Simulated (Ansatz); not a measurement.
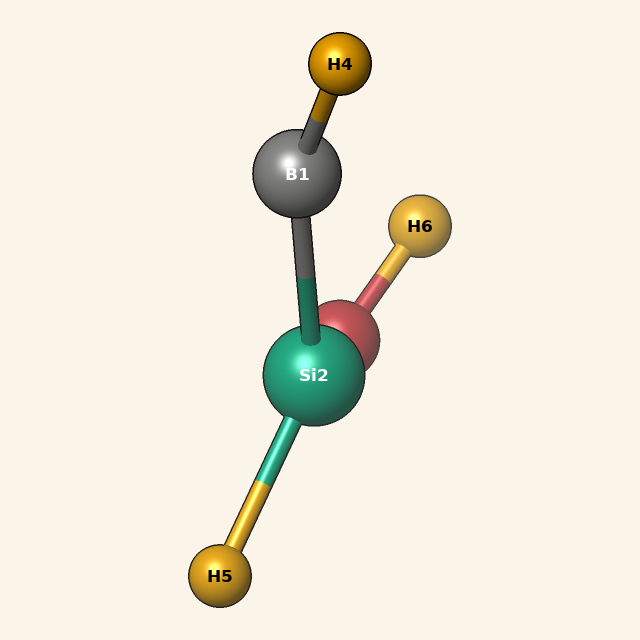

O3 lies behind Si2. The molecule seen nearly along the Si2–O3 bond, Si2 in front. Depth is shown by fading: the farther an atom, the more it takes the colour of the background. Computed geometry: PBE0-D4/def2-TZVP optimisation. No frequency run is at hand to confirm it as a minimum.

What is the torsion angle B1–Si2–O3–H6? The sign is positive where the front bond must turn clockwise to cover the back bond.

Answer. 35°, synclinal (gauche).
